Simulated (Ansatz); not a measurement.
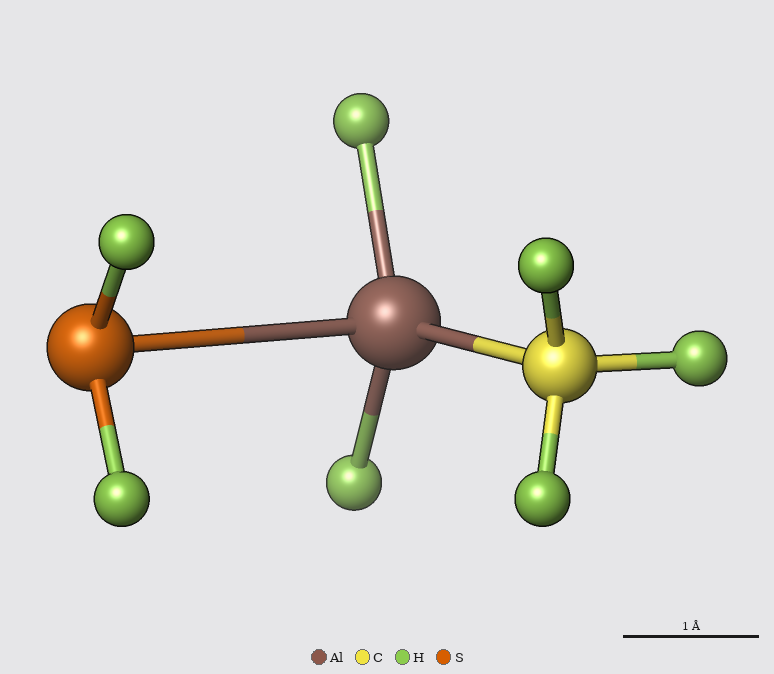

The structure as it stands in the input.

Ansatz 0.2.0 input:

```yaml
crystal:
  periodic: [false, false, false]
  atoms:
    - {symbol: Al, position_ang: [-0.942319, 0.166127, -0.515031]}
    - {symbol: C, position_ang: [0.943480, 0.613424, -0.858470]}
    - {symbol: H, position_ang: [-1.599807, -1.066710, -1.293581]}
    - {symbol: H, position_ang: [-1.914681, 1.300069, 0.056941]}
    - {symbol: H, position_ang: [0.264330, -1.880330, 1.391822]}
    - {symbol: S, position_ang: [-0.764662, -1.073246, 1.703034]}
    - {symbol: H, position_ang: [1.036741, 1.169215, -1.798194]}
    - {symbol: H, position_ang: [1.574397, -0.275610, -0.957132]}
    - {symbol: H, position_ang: [1.373212, 1.247618, -0.076604]}
    - {symbol: H, position_ang: [0.029211, -0.200457, 2.347213]}
basis:
  gaussian: {orbitals: def2-TZVPP}
hamiltonian: {xc: pbe, dispersion: d4}
```

Command:

```sh
ansatz run in.yaml --threads 2 --pin off --events-out ev --progress --plain --max-ram 4352MiB
```

Output:

```
Functional definition: PBE
  name "PBE"
  cite "Perdew, Burke & Ernzerhof, Phys. Rev. Lett. 77, 3865 (1996) doi:10.1103/PhysRevLett.77.3865"
  parent pbe
  parameter kappa = 0.804
  parameter beta = 0.06672455060314922
  exchange = pbe_x(kappa = kappa, mu = beta*pi^2/3)
  correlation = pbe_c(beta = beta)
1146 factors; their error is unknown
mean field evaluation 1: about -18563.6615 eV, gradient 6.6e1 eV
mean field evaluation 2: about -18509.8442 eV, gradient 1.1e2 eV
mean field evaluation 4: about -18573.6019 eV, gradient 1.5e1 eV
mean field evaluation 8: about -18574.1904 eV, gradient 1.1e-1 eV
mean field evaluation 16: about -18574.1772 eV, gradient 1.5e-4 eV
mean field -18574.17718921 eV, -682.5884216738 hartree, gradient 3.1e-5 eV, S^2 0.000000; 0 other end points of the search recorded, 0 dependent functions left out
reference -18574.17723633 eV, -682.5884234055 hartree; 21, 21 occupied and 192, 192 virtual orbitals, 1146 factors
Total energy: -18574.35271447 eV, -682.5948721084 hartree
```
